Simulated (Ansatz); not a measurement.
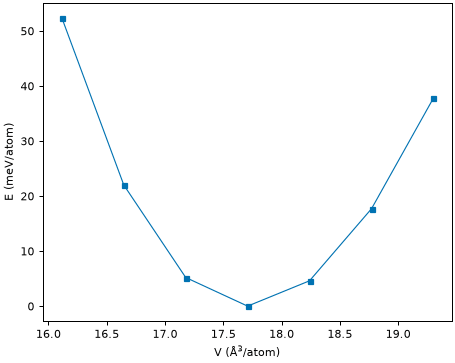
*YZnCuP₂ in space group P3m1 (No. 156; Pearson symbol hP5) under volume change, plane-wave PAW r²SCAN (Ansatz code), shape and atoms relaxed at each volume.*

Q: What does a third-order Birch–Murnaghan fit give for V₀, B₀ and B′?

A: V₀ = 17.71 Å³/atom, B₀ = 98.6 GPa, B′ = 4.4.

The workflow started from a Materials Project entry (that database holds measured and hypothetical structures alike); the Crystallography Open Database copy checked does not list it. Whether it is the stable phase at ambient conditions was not checked. Symmetry was held in the r²SCAN relaxation; its stability against distortions is not shown here. No spin polarisation was allowed.

Potentials: the later of the program's two PAW sets.
